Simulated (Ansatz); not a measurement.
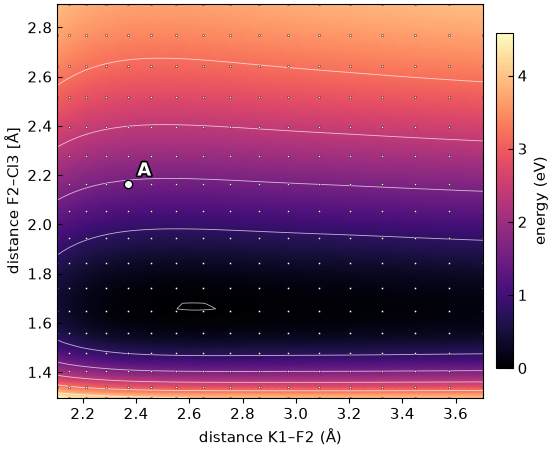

The system K⁺ + FCl. Coordinates scanned: (1) distance K1–F2; (2) distance F2–Cl3. Nothing is relaxed (the angle K1–F2–Cl3 is fixed at 180 degrees). The scan uses a 17 × 17 grid. Points are written as (first, second). All energies are given in eV relative to the lowest grid point. The reference is spin-restricted, so regions where a bond is pulled apart into radicals lie too high. Level of theory: Ansatz, RKS PBE0-D4/def2-SVPD.

The picture shows a smooth colour map with a few white contour lines, dots at the grid points, the point A. Between grid points the surface is interpolated.

> Is A at rest? If not, where is it pushed?

A, at (2.368 Å, 2.164 Å), is not a stationary point. The computed force is 0.41 eV for each Å towards larger values of distance K1–F2 and 3.9 eV for each Å towards smaller values of distance F2–Cl3.
